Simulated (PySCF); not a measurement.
Vertical excitations of a molecule CH₇NSi₃ from TDA-CAM-B3LYP/def2-SVPD (PySCF), as energy in eV (oscillator strength): 3.70 (0.000), 5.29 (0.001), 5.42 (0.011), 5.60 (0.002), 6.01 (0.058), 6.10 (0.002), 6.43 (0.009), 6.59 (0.215), 6.82 (0.066), 6.90 (0.056). Lowest triplet (TDA): 2.94 eV. The structure is a stationary point at B3LYP-D3(BJ)/def2-SVP. Other conformers were not sampled.

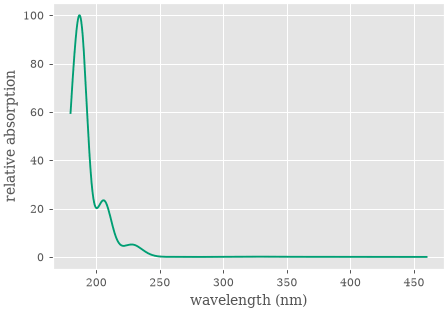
The lines broadened by 0.4 eV.

**Question.** Identify the compound among the candidates.
A) [SiH3][Si@H]1N=C[SiH2]1
B) [SiH3]C1=N[SiH2][SiH2]1
C) C1=N[SiH2][SiH2][SiH2]1
D) [SiH3][Si@@H]1C=N[SiH2]1

**Answer.** A, [SiH3][Si@H]1N=C[SiH2]1
